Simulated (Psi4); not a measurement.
# SCS-MP2/pcseg-0 run of CH5BO (BH2(OMe))

Aim: the vertical electron affinity of CH5BO (BH2(OMe)) at SCS-MP2/pcseg-0, from 2 runs. 

The results are computed with Psi4 1.11.

1 further run of the same task is left out (set aside as unsound or not needed).

**1. The molecule**

CH5BO: 8 atoms, total charge 0, spin state singlet. SMILES: `[H]B([H])OC`. Geometry: relaxed at GFN2-xTB (4 decimals).

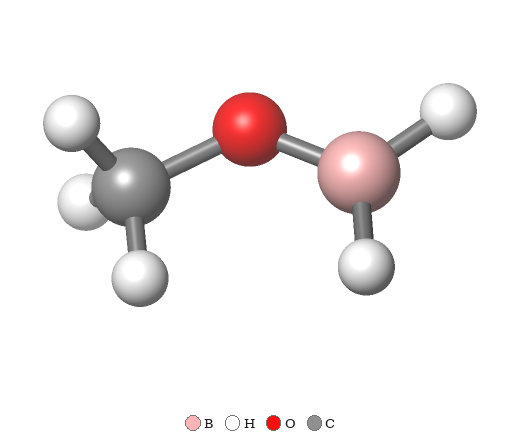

The structure, seen from a chosen angle (boron pink, hydrogen white, oxygen red, carbon grey).

**2. Energy and forces at SCS-MP2/pcseg-0**

Contents of ch5bo.sdf:

```

     RDKit          3D

  8  7  0  0  0  0  0  0  0  0999 V2000
    0.4356    1.0063    0.7907 B   0  0  0  0  0  0  0  0  0  0  0  0
    1.5693    0.7713    0.5498 H   0  0  0  0  0  0  0  0  0  0  0  0
    0.1174    1.8777    1.5071 H   0  0  0  0  0  0  0  0  0  0  0  0
   -0.5592    0.3104    0.2708 O   0  0  0  0  0  0  0  0  0  0  0  0
   -0.4087   -0.7754   -0.6070 C   0  0  0  0  0  0  0  0  0  0  0  0
   -1.0043   -0.5845   -1.5027 H   0  0  0  0  0  0  0  0  0  0  0  0
   -0.7867   -1.6771   -0.1186 H   0  0  0  0  0  0  0  0  0  0  0  0
    0.6365   -0.9287   -0.8902 H   0  0  0  0  0  0  0  0  0  0  0  0
  2  1  1  0
  3  1  1  0
  4  1  1  0
  5  4  1  0
  6  5  1  0
  7  5  1  0
  8  5  1  0
M  END
$$$$
```

Contents of run.py:

```python
import psi4
from rdkit import Chem

psi4.set_memory(1600000000)
psi4.set_num_threads(1)
psi4.core.set_output_file('ch5bo.out', False)

rd = Chem.SDMolSupplier('ch5bo.sdf', removeHs=False, sanitize=False)[0]
xyz = rd.GetConformer().GetPositions()
atoms = '\n'.join(f'{a.GetSymbol()} {x:.4f} {y:.4f} {z:.4f}' for a, (x, y, z) in zip(rd.GetAtoms(), xyz))
mol = psi4.geometry('0 1\n' + atoms + '\nsymmetry c1')

psi4.set_options({
    'basis': 'pcseg-0',
    'mp2_type': 'conv',
    'scf_type': 'pk',
})

E, wfn = psi4.gradient("scs-mp2", molecule=mol, return_wfn=True)
print('gradient / Eh bohr^-1')
print(E.np.round(6))
print(f'energy = {wfn.energy():.10f} Eh')
for k, v in sorted(psi4.core.scalar_variables().items()):
    print(f'{k:45s} {v:18.10f}')
```

Run with:

```bash
$ python run.py
```

ch5bo.out:

```text
[...]
  Running in c1 symmetry.
[...]
  Nuclear repulsion =   70.899879423617833
[...]
  Multiplicity = 1
[...]
  Nalpha       = 12
  Nbeta        = 12
[...]
    Number of basis functions: 37
[...]
   @RHF iter   1:  -139.90038908349641   -7.43045e-01   7.08747e-03 DIIS/ADIIS
[...]
	SCS-MP2 Total Energy (a.u.)        :  -140.21079534530830
	SOS-MP2 Total Energy (a.u.)        :  -140.19070832336203
[...]
   @RHF iter  13:  -139.93579161165025   -1.42109e-13   7.20757e-11 DIIS
[...]
    Orbital Energies [Eh]
    ---------------------
    Doubly Occupied:
       1A    -20.583868     2A    -11.295102     3A     -7.622760
       4A     -1.398538     5A     -0.960506     6A     -0.738352
       7A     -0.660556     8A     -0.651470     9A     -0.600969
      10A     -0.525378    11A     -0.483745    12A     -0.445895
[...]
  @RHF Final Energy:  -139.93579161165025
   => Energetics <=
    Nuclear Repulsion Energy =             70.9108499719259129
    One-Electron Energy =                -329.7590086289288820
    Two-Electron Energy =                 118.9123670453527097
    Total Energy =                       -139.9357916116502452
[...]
 Multipole Moments:
 ------------------------------------------------------------------------------------
     Multipole            Electronic (a.u.)      Nuclear  (a.u.)        Total (a.u.)
 ------------------------------------------------------------------------------------
 L = 1.  Multiply by 2.5417464519 to convert [e a0] to [Debye]
 Dipole X            :         -0.5411748            0.8037417            0.2625669
 Dipole Y            :          1.3439537           -1.9913125           -0.6473588
 Dipole Z            :          1.1007402           -1.6283217           -0.5275814
 Magnitude           :                                                    0.8754182
[...]
	SOS-MP2 Total Energy (a.u.)        :  -140.19067870829556
	SCSN-MP2 Total Energy (a.u.)       :  -140.04183702960358
[...]
	SOS-PI-MP2 Total Energy (a.u.)     :  -140.23315989106979
[...]
	MP2 Total Energy (a.u.)            :  -140.20845060390391
[...]
```

On the terminal:

```text
gradient / Eh bohr^-1
[[-3.2601e-02 -3.5057e-02 -2.6574e-02]
 [-1.2043e-02  3.8750e-03  3.7670e-03]
 [ 6.0000e-06 -1.1752e-02 -9.6550e-03]
 [ 4.3803e-02 -6.2200e-04 -2.1320e-03]
 [ 3.8010e-03  3.9364e-02  3.0719e-02]
 [ 1.7540e-03  1.8800e-04  3.3200e-03]
 [ 1.3970e-03  3.6350e-03 -6.6700e-04]
 [-6.1170e-03  3.6900e-04  1.2230e-03]]
energy = -140.2107953453 Eh
CURRENT CORRELATION ENERGY                         -0.2750331780
CURRENT ENERGY                                   -140.2107953453
CURRENT REFERENCE ENERGY                         -139.9357621673
DD SOLVATION ENERGY                                 0.0000000000
FINDIF NUMBER                                      37.0000000000
HF KINETIC ENERGY                                 139.8127948125
HF POTENTIAL ENERGY                              -279.7485569798
HF TOTAL ENERGY                                  -139.9357621673
HF VIRIAL RATIO                                     2.0008795143
MP2 CORRELATION ENERGY                             -0.2727161959
MP2 DOUBLES ENERGY                                 -0.2727161959
MP2 OPPOSITE-SPIN CORRELATION ENERGY               -0.2124551300
MP2 SAME-SPIN CORRELATION ENERGY                   -0.0602610658
MP2 SINGLES ENERGY                                  0.0000000000
MP2 TOTAL ENERGY                                 -140.2084783632
NUCLEAR REPULSION ENERGY                           70.8998794236
ONE-ELECTRON ENERGY                              -329.7379853041
PCM POLARIZATION ENERGY                             0.0000000000
PE ENERGY                                           0.0000000000
SCF ITERATION ENERGY                             -139.9357621673
SCF ITERATIONS                                     13.0000000000
SCF TOTAL ENERGY                                 -139.9357621673
SCS(N)-MP2 CORRELATION ENERGY                      -0.1060594759
SCS(N)-MP2 TOTAL ENERGY                          -140.0418216432
SCS-MP2 CORRELATION ENERGY                         -0.2750331780
SCS-MP2 TOTAL ENERGY                             -140.2107953453
SCS-MP2-VDW CORRELATION ENERGY                     -0.3020730994
SCS-MP2-VDW TOTAL ENERGY                         -140.2378352667
TWO-ELECTRON ENERGY                               118.9023437131
```

Wall time 23 s (1 thread of Intel Xeon 6975P-C (Granite Rapids), shared host); peak memory 0.24 GiB.

**3. The doublet anion, same level**

Contents of input.dat:

```
memory 1600 mb

molecule mol {
  -1 2
  B      0.435610     1.006270     0.790700
  H      1.569280     0.771350     0.549830
  H      0.117450     1.877720     1.507100
  O     -0.559180     0.310420     0.270760
  C     -0.408730    -0.775400    -0.606980
  H     -1.004290    -0.584470    -1.502650
  H     -0.786680    -1.677140    -0.118600
  H      0.636530    -0.928750    -0.890170
  symmetry c1
}

set basis pcseg-0
set reference uhf
set mp2_type conv
set scf_type pk

e_tot, wfn = gradient("scs-mp2", return_wfn=True)
```

Run with:

```bash
$ psi4 -n 1 input.dat output.dat
```

output.dat:

```text
[...]
  Running in c1 symmetry.
[...]
  Nuclear repulsion =   70.900486154838845
[...]
  Multiplicity = 2
[...]
  Nalpha       = 13
  Nbeta        = 12
[...]
    Number of basis functions: 37
[...]
   @UHF iter   1:  -139.73470654192764   -5.77296e-01   1.05637e-02 ADIIS/DIIS
[...]
	SCS-MP2 Total Energy (a.u.)        :  -140.09903509434557
	SOS-MP2 Total Energy (a.u.)        :  -140.07866673403524
[...]
   @UHF iter  18:  -139.82492553142231    1.70530e-13   7.21870e-11 DIIS
[...]
   @S^2 Observed:                7.598313726E-01
[...]
    Orbital Energies [Eh]
    ---------------------
    Alpha Occupied:
       1A    -20.300650     2A    -11.098078     3A     -7.297646
       4A     -1.136901     5A     -0.746987     6A     -0.499571
       7A     -0.447465     8A     -0.428324     9A     -0.339911
      10A     -0.280818    11A     -0.274195    12A     -0.172664
      13A      0.078710
    Alpha Virtual:
      14A      0.369230    15A      0.443916    16A      0.448674
      17A      0.495012    18A      0.528031    19A      0.586152
      20A      0.648517    21A      0.696108    22A      0.923282
      23A      0.931763    24A      1.057506    25A      1.090404
[...]
  @UHF Final Energy:  -139.82492553142231
   => Energetics <=
    Nuclear Repulsion Energy =             70.9114558147481517
    One-Electron Energy =                -335.6600050525102006
    Two-Electron Energy =                 124.9236237063397539
    Total Energy =                       -139.8249255314223092
  UHF NO Occupations:
  HONO-2 :   11  A 1.9993479
  HONO-1 :   12  A 1.9962271
[...]
 Multipole Moments:
 ------------------------------------------------------------------------------------
     Multipole            Electronic (a.u.)      Nuclear  (a.u.)        Total (a.u.)
 ------------------------------------------------------------------------------------
 L = 1.  Multiply by 2.5417464519 to convert [e a0] to [Debye]
 Dipole X            :         -1.6397527            0.8038030           -0.8359497
 Dipole Y            :          0.1006027           -1.9912744           -1.8906716
 Dipole Z            :          0.1249494           -1.6281942           -1.5032448
 Magnitude           :                                                    2.5560117
[...]
	SOS-MP2 Total Energy (a.u.)        :  -140.07861383490504
	SCSN-MP2 Total Energy (a.u.)       :  -139.93245375367485
[...]
	SOS-PI-MP2 Total Energy (a.u.)     :  -140.12089521881882
[...]
	MP2 Total Energy (a.u.)            :  -140.09742803181655
[...]
```

It took 24 s on 1 thread of Intel Xeon 6975P-C (Granite Rapids), shared host; peak memory 0.21 GiB.

**4. Summary of results**

Level: SCS-MP2/pcseg-0.

```
                                         quantity          value
                      singlet CH5BO: total energy  -140.21080 Eh
                singlet CH5BO: correlation energy     -275.0 mEh
          singlet CH5BO: largest force on an atom     2.816 eV/Å
                      doublet anion: total energy  -140.09904 Eh
                doublet anion: correlation energy     -274.1 mEh
 doublet anion: ⟨S²⟩ of the reference determinant          0.760
          doublet anion: largest force on an atom     7.608 eV/Å
vertical electron affinity (to the doublet anion)      -3.041 eV
```

What this shows: The anion lies 3.04 eV (70 kcal/mol) above the neutral: the electron isn't bound at this level, and such a value depends on the basis. Without diffuse functions anions come out too high. The largest force (singlet CH5BO) is 2.82 eV/Å: the shape isn't a stationary point for this species at this level.
